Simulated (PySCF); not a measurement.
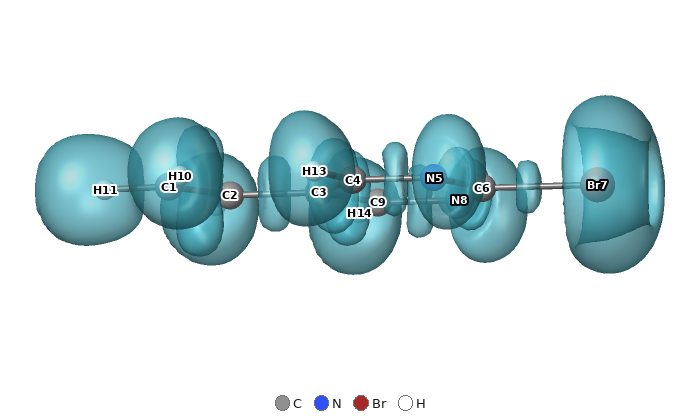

Figure 1: C$_{6}$H$_{5}$BrN$_{2}$ (SMILES C=Cc1cnc(Br)nc1). Isosurface of the electron localisation function at 0.8 (cyan), seen from one side. Only the valence region is drawn (cores and ρ < 0.01 e/Å³ removed).

Geometry: GFN2-xTB.

Method: wB97X-D/def2-SVPD, SCF density, gas phase (PySCF).

```xyz
14

C     2.5317    0.2307    0.4550
C     1.5950   -0.0175   -0.4529
C     0.1616   -0.0389   -0.2148
C    -0.4477    0.2036    1.0226
N    -1.7558    0.1727    1.1868
C    -2.4784   -0.1002    0.1210
Br   -4.3420   -0.1426    0.3626
N    -2.0380   -0.3464   -1.0940
C    -0.7298   -0.3156   -1.2591
H     2.3039    0.4459    1.4850
H     3.5752    0.2264    0.1918
H     1.8817   -0.2283   -1.4757
H     0.1223    0.4297    1.9129
H    -0.3803   -0.5200   -2.2634
```

Where are the electrons localised?

The ELF exceeds this value in one region between bonded Br–C atoms (shared pairs), four regions between bonded C–C atoms (shared pairs), four regions between bonded C–N atoms (shared pairs), five regions around hydrogen nuclei, one ring or bowl of non-bonding electrons around Br and two lobes on N, pointing away from the bonds (lone pairs).

Values along the shortest contacts:
C–N (1.32 Å): the ELF peaks at about 0.90 between the atoms, as expected for localised, covalent bonding. C–C (1.33 Å): the ELF peaks at about 0.95 between the atoms; a short, multiple covalent bond.
